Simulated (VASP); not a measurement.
Band structure of KI (rock salt). Method: PBE GGA with D3 dispersion (Becke-Johnson damping), VASP's PBE PAW potentials (set 64) (plane waves; VASP).

Unless said otherwise, spin-orbit coupling is left out, though it shifts the bands of the heavy elements here.

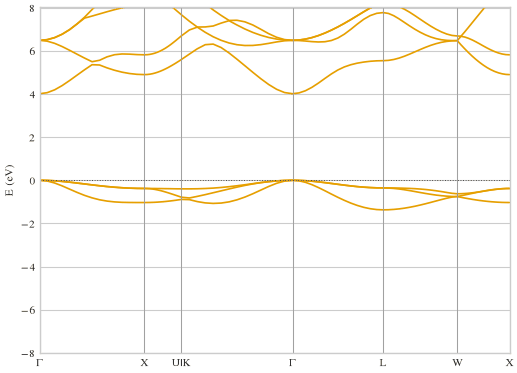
Figure. Bands along high-symmetry lines, zero at the valence-band maximum or, without a gap, the Fermi level

Problem. Read the plot: is there a gap, and where are the band edges?

Solution. The gap is direct, 4.01 eV, from the valence maximum at Γ to the conduction minimum at Γ. (Edges off the drawn lines would not show.)

Measured: gap 6.10 eV (computed value off by -2.09 eV), as given by Aguado et al., (1998), arXiv:cond-mat/9809176.

The compound is KI in the rock salt structure. It was relaxed first.
